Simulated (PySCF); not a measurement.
## A study: BrH$_{5}$P$_{2}$Si, SMILES `P[SiH](P)Br`

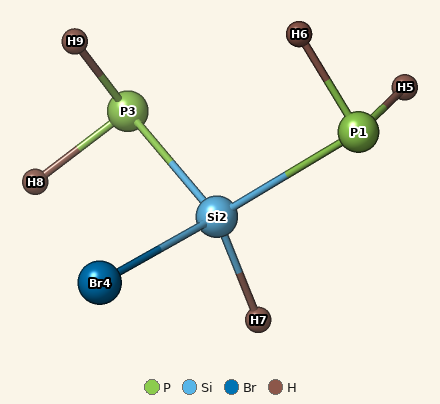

The molecule, with its atoms numbered as below. No frequency check shows the geometry to be a minimum.

Coordinates in Å:

```
P1       1.2772    2.0072   -0.1336
Si2      0.5017    0.0104    0.5444
P3       1.6761   -1.7928   -0.1400
Br4     -1.6491   -0.0654   -0.0839
H5       2.5886    1.7000    0.1843
H6       1.4454    1.6335   -1.4574
H7       0.4091   -0.0082    2.0040
H8       0.6705   -2.6976    0.1563
H9       1.2826   -1.6986   -1.4669
```

## 1. Excited states

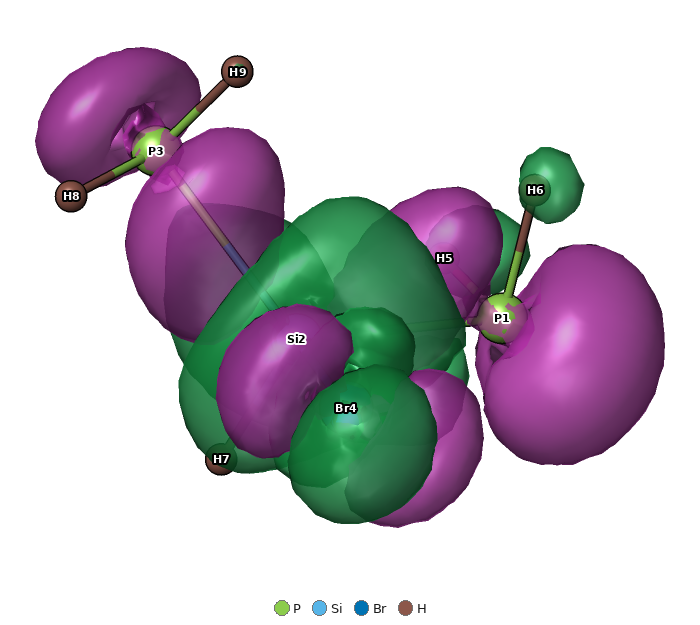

Unrelaxed difference density of S₁ less the ground state (TDA singlet states), ±0.015 e/Å³; green: gain, purple: loss.

Level of theory: PBE0/def2-SVPD (PySCF), at a geometry from GFN2-xTB.

**How does the charge move on excitation?**

0.68 e is displaced in all, of which about 0.4 e passes between atoms: P1 (0.24 e) and P3 (0.11 e) lose electrons and Si2 (0.21 e) and Br4 (0.07 e) gain them. The state: 5.71 eV (217 nm), f = 0.056; the leading pair carries 98 %; hole on P1 (36 %), P3 (24 %) and Br4 (20 %), electron on Si2 (34 %), Br4 (26 %) and P1 and P3 (13 % each); their centroids lie 0.6 Å apart.

## 2. In an electric field

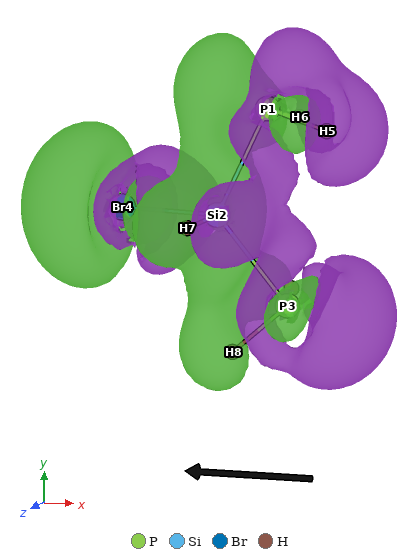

Change of the electron density in a uniform field of 0.10 V/Å along −x (arrow), surfaces at ±0.0005 e/Å³ (purple: gain, green: loss).

Method: HF/def2-SVPD; geometry: GFN2-xTB; program: PySCF.

The field was applied in both directions; the picture shows the one opposite to the script's first.

**What dipole is induced, and what polarisability does it imply?**

The induced dipole is 0.53 D (along the field); α along this axis, from the fields in both directions, is 105 bohr³ (15.5 Å³).

## 3. Removing or adding an electron

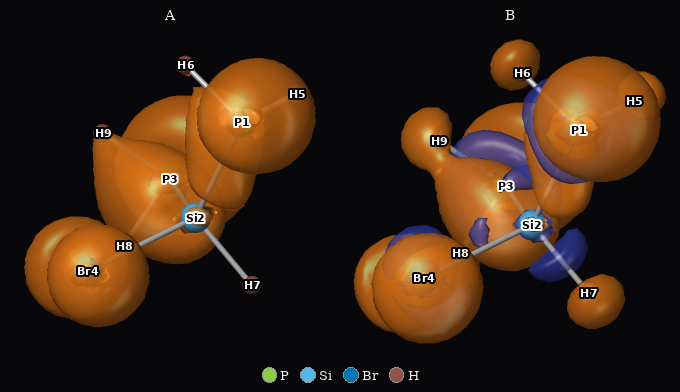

The Fukui function f⁻ from two separate SCF calculations and the density of the HOMO, at ±0.015 e/Å³ (orange positive, blue negative).

Method: PBE0/def2-SVPD; geometry: GFN2-xTB; program: PySCF.

**Which panel is which, and how good is the frozen-orbital picture?**

B is f⁻ (it has negative regions), A the HOMO density. The HOMO lies on P3 (42 %), P1 (20 %) and Br4 (20 %); f⁻ (Hirshfeld-condensed) is largest on P3 (0.28), Br4 (0.22) and P1 (0.22); the vertical ionisation energy is 9.28 eV (the stability of the cation's solution wasn't checked). Relaxation shifts 18 % of the electron between atoms. The orbital energy is −7.53 eV.

The PySCF runs shown took 3.3 min, 6.5 s and 85 s on 1 thread of Intel(R) Xeon(R) Platinum 8375C CPU @ 2.90GHz (Ice Lake), on a shared host.
